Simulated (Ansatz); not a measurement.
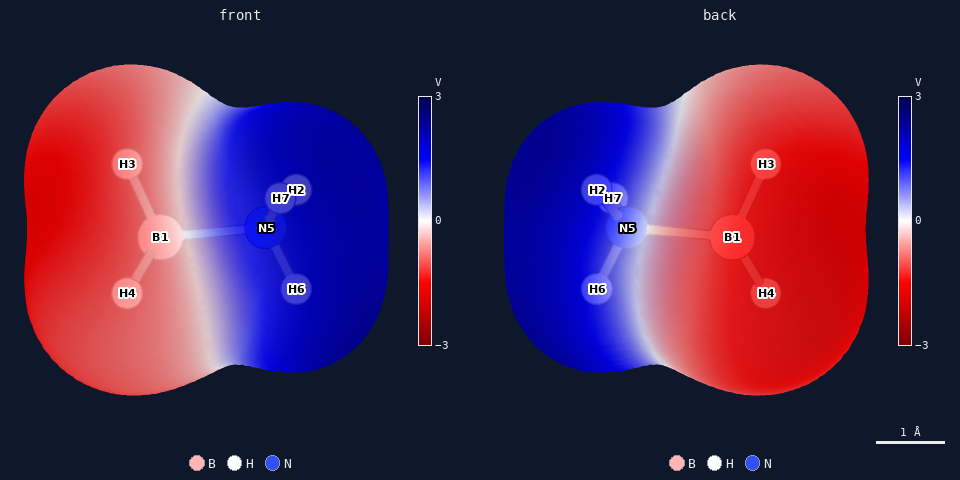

Figure. BH5N (doublet). The electrostatic potential painted on the density surface at 0.001 e/bohr³, seen from the front and from behind; red is negative and blue positive.

These are results of UKS PBE0-D4/def2-SVP (Ansatz), not measurements.

```xyz
7

B    -0.0993   -0.1510    0.4403
H     0.9079   -0.5665    2.3336
H     0.9277    0.1932   -0.1088
H    -1.1982    0.2433    0.1060
N     0.0638   -0.0763    2.0353
H    -0.7281   -0.5239    2.4985
H     0.1261    0.8811    2.4051
```

> Which sites attract a positive test charge, and which a negative one?

A positive charge is drawn to the negative regions and a negative charge to the positive ones. The most negative region (about −1.8 V, or −42 kcal/mol for a unit charge) lies over H4, the most positive (about +2.3 V, or +53 kcal/mol for a unit charge) over H2 and H6.
